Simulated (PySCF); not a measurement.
H₄OSi₂ (SMILES O[Si][SiH3])

```tsv
atom	x (Å)	y (Å)	z (Å)
Si	1.2551	1.0344	0.6950
Si	-0.8873	-0.0926	0.3163
O	2.1024	0.3456	-0.5713
H	-1.9790	0.8952	0.0250
H	-0.8135	-1.0425	-0.8512
H	-1.3158	-0.8842	1.5170
H	1.6686	-0.2898	-1.1535
```

Geometry: PBE0-D3(BJ)/def2-SVP.

Method: PySCF 2.14.0, PBE0/pcSseg-2, SCF density, gas phase, non-relativistic.

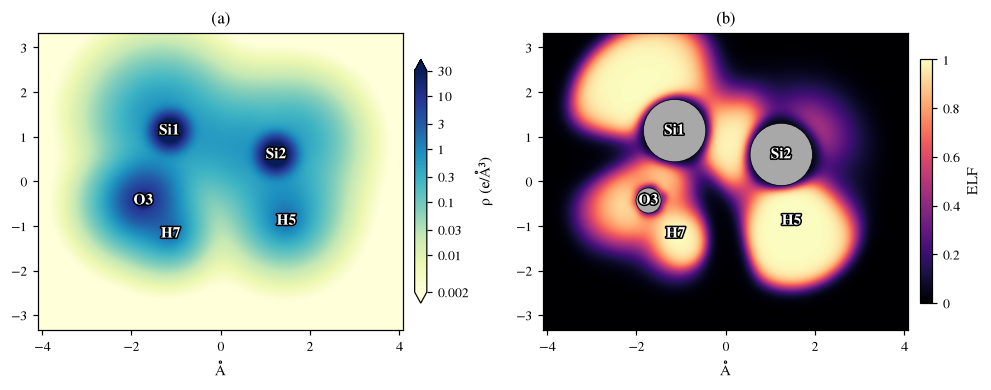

Figure 1. (a) total electron density; (b) electron localisation function on the plane of atoms Si1, Si2 and H5. Grey discs cover the atomic cores in the ELF map.

Question: Describe what can be read from this map.

Answer:
- Atoms in the plane: Si, O and H.
- Si–O (1.67 Å): ρ at the midpoint is about 1.1 e/Å³; the ELF peaks at about 0.85 between the atoms, as expected for a shared but strongly polarised pair.
- Si–Si (2.45 Å): ρ is about 0.57 e/Å³ halfway; the ELF peaks at about 1 between the atoms, as expected for a covalent bond.
- O–H (0.96 Å): the density is about 3.8 e/Å³ at the midpoint; the ELF climbs to about 1 towards the hydrogen, as it does in any bond to H (a covalent bond by its length).
- Si–H (1.51 Å): the density is about 0.77 e/Å³ at the midpoint; the ELF climbs to about 1 towards the hydrogen.
- The ELF also peaks beside O3 and Si1, away from the bonds: lone-pair regions.

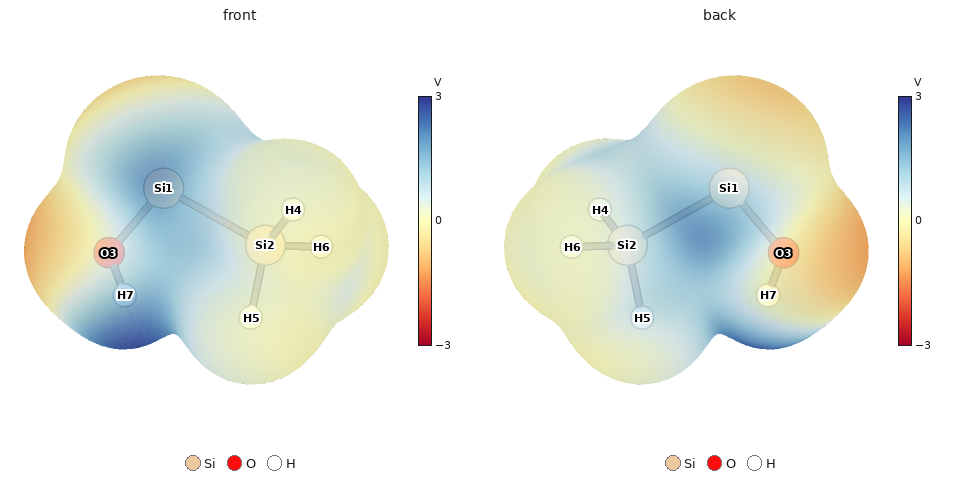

Figure 2. The electrostatic potential painted on the density surface at 0.002 e/bohr³, seen from the front and from behind; red is negative and blue positive.

Question: Which sites attract a positive test charge, and which a negative one?

Answer: A positive charge is drawn to the negative regions and a negative charge to the positive ones. The most negative region (about −1.2 V) lies over O3, the most positive (about +2.7 V) over H7. O3 is the likeliest acceptor of a hydrogen bond.

Question: What dipole moment does the calculation give?

Answer: Its dipole moment is 0.94 D.
